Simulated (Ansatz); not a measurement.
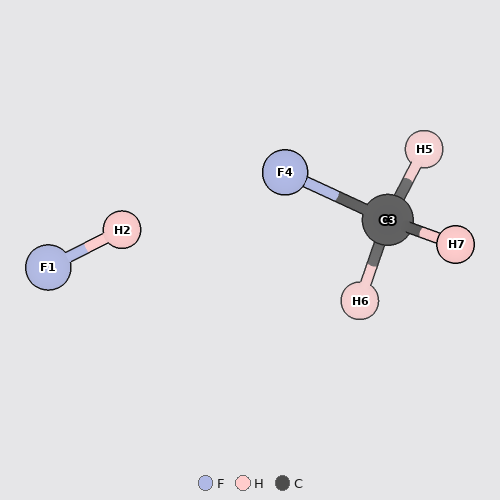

The system is the pair FH···CH₃F; the picture shows the reference structure. The turn is about an axis along (−0.59, 0.81, −0.00) in the frame of the relaxed pair, normal to the line between the partners. First axis: distance F4···H2. Second axis: turn of F1, H2 about F4. The grid has 15 × 15 points. At 24 points there is no value (left out of the scan, as a rule where atoms come close). Energies are in eV, from the lowest grid point. Level of theory: RHF/def2-TZVPD (Ansatz).

Its coordinates:

```xyz
7

F    -0.2138   -0.1619   -2.7138
H     0.1346    0.0932   -1.9174
C    -0.0173   -0.0103    0.9849
F     0.6128    0.4475   -0.1482
H     0.6757   -0.6362    1.5268
H    -0.8880   -0.5760    0.6882
H    -0.3039    0.8439    1.5796
```

Range: distance F4···H2 from 1.568 to 2.968 Å; turn of F1, H2 about F4 from −120.0 to 120.0°.

### What landscape does the calculation give?

The lowest grid point is at distance F4···H2 = 1.899 Å, turn of F1, H2 about F4 = 0.0°. The highest grid point, distance F4···H2 = 1.730 Å, turn of F1, H2 about F4 = 85.7°, lies 22.89 eV above the lowest. Round the minimum the two coordinates are nearly uncoupled.

| turn of F1, H2 about F4 ↓, distance F4···H2 → | 1.568 | 1.603 | 1.660 | 1.730 | 1.810 | 1.899 | 1.995 | 2.098 | 2.207 | 2.322 | 2.442 | 2.567 | 2.696 | 2.830 | 2.968 |
| --- | --- | --- | --- | --- | --- | --- | --- | --- | --- | --- | --- | --- | --- | --- | --- |
| 120.0 | – | – | – | – | – | – | – | 15.77 | 10.66 | 7.16 | 4.79 | 3.19 | 2.14 | 1.44 | 0.99 |
| 102.9 | – | – | – | – | – | – | – | – | – | – | 8.05 | 4.98 | 3.12 | 1.99 | 1.30 |
| 85.7 | – | – | – | 22.89 | – | – | – | – | 11.84 | 8.30 | 5.59 | 3.70 | 2.44 | 1.62 | 1.11 |
| 68.6 | 6.22 | 5.82 | 5.22 | 4.57 | 3.93 | 3.31 | 2.74 | 2.22 | 1.77 | 1.39 | 1.08 | 0.84 | 0.66 | 0.52 | 0.43 |
| 51.4 | 1.16 | 1.07 | 0.94 | 0.80 | 0.68 | 0.57 | 0.47 | 0.40 | 0.34 | 0.30 | 0.26 | 0.24 | 0.22 | 0.21 | 0.21 |
| 34.3 | 0.24 | 0.21 | 0.17 | 0.14 | 0.12 | 0.10 | 0.09 | 0.09 | 0.10 | 0.11 | 0.11 | 0.12 | 0.13 | 0.14 | 0.15 |
| 17.1 | 0.09 | 0.07 | 0.04 | 0.03 | 0.02 | 0.01 | 0.02 | 0.03 | 0.04 | 0.06 | 0.07 | 0.09 | 0.10 | 0.11 | 0.12 |
| 0.0 | 0.07 | 0.05 | 0.03 | 0.01 | 0.00 | 0.00 | 0.01 | 0.02 | 0.03 | 0.04 | 0.06 | 0.07 | 0.09 | 0.10 | 0.11 |
| −17.1 | 0.09 | 0.07 | 0.04 | 0.02 | 0.01 | 0.01 | 0.01 | 0.02 | 0.03 | 0.04 | 0.06 | 0.07 | 0.08 | 0.10 | 0.11 |
| −34.3 | 0.11 | 0.09 | 0.06 | 0.04 | 0.02 | 0.02 | 0.02 | 0.02 | 0.03 | 0.05 | 0.06 | 0.07 | 0.09 | 0.10 | 0.11 |
| −51.4 | 0.12 | 0.10 | 0.07 | 0.05 | 0.03 | 0.02 | 0.02 | 0.03 | 0.04 | 0.05 | 0.06 | 0.07 | 0.09 | 0.10 | 0.11 |
| −68.6 | 0.12 | 0.09 | 0.06 | 0.04 | 0.03 | 0.02 | 0.02 | 0.03 | 0.04 | 0.05 | 0.06 | 0.08 | 0.09 | 0.10 | 0.11 |
| −85.7 | 0.10 | 0.08 | 0.05 | 0.03 | 0.02 | 0.01 | 0.02 | 0.02 | 0.04 | 0.05 | 0.06 | 0.08 | 0.09 | 0.10 | 0.11 |
| −102.9 | 0.09 | 0.07 | 0.04 | 0.03 | 0.02 | 0.01 | 0.02 | 0.03 | 0.04 | 0.05 | 0.07 | 0.08 | 0.10 | 0.11 | 0.12 |
| −120.0 | 0.11 | 0.09 | 0.07 | 0.05 | 0.04 | 0.03 | 0.04 | 0.05 | 0.06 | 0.07 | 0.08 | 0.10 | 0.11 | 0.12 | 0.13 |

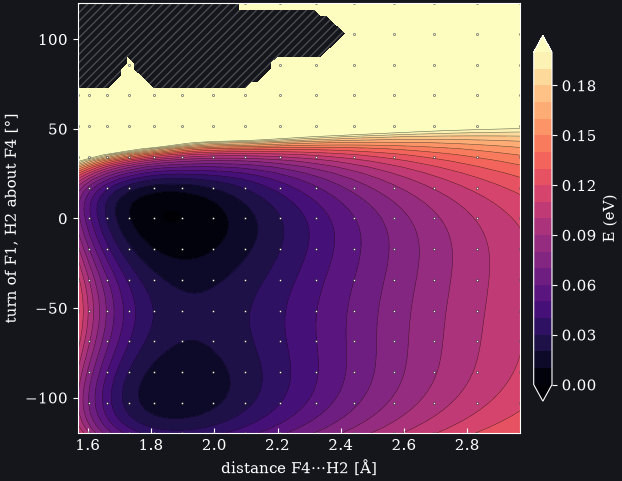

In the figure: filled contours, dots at the grid points, one colour for all values above the top of the scale, hatched blanks where no value was computed. Between grid points the surface is interpolated.

Each point was launched as `ansatz run input.yaml --threads 1 --pin off --max-ram 2560MiB --backend cpu --events-out ev --progress --plain --runs-dir out`. The whole map (201 points run) took 6.8 min on 1 thread of Arm Neoverse V1, with other jobs on the host.
